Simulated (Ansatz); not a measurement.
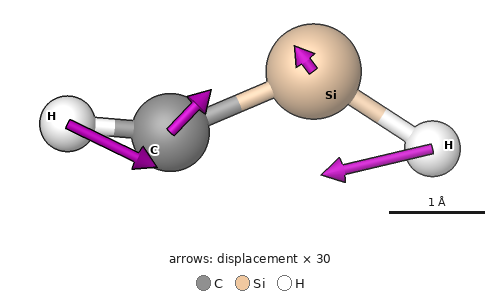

This is a relaxation of CH2Si. The starting structure is drawn; purple arrows show the displacements, 30 times their true length. The two geometries are superimposed by the best rigid fit.

The picture is a ball-and-stick view, seen at a tilt.

It is one of the separated reactants of a reaction.

Computed with RKS PBE0-D4/def2-TZVP (Ansatz 0.2.0). Settings: force threshold 0.005 eV/Å; at most 200 steps.

> Atoms of which element are displaced furthest, and by how much?

Hydrogen: up to 0.041 Å, against 0.021 Å for carbon.

> What happened in the run?

The largest move after the best rigid fit is that of an H atom, 0.041 Å. By element the largest moves are H 0.041 Å, C 0.021 Å, Si 0.012 Å. Among the contacts that change: C–Si 1.659 → 1.636 Å, C–H 1.098 → 1.078 Å, H–Si 1.500 → 1.483 Å. The energy falls by 1.97 kJ/mol in 5 geometry steps. Largest force component: 0.64 eV/Å at the start, 0.0011 eV/Å at the end. The run took 4.1 s on 2 threads of Arm Neoverse V2 (shared host).
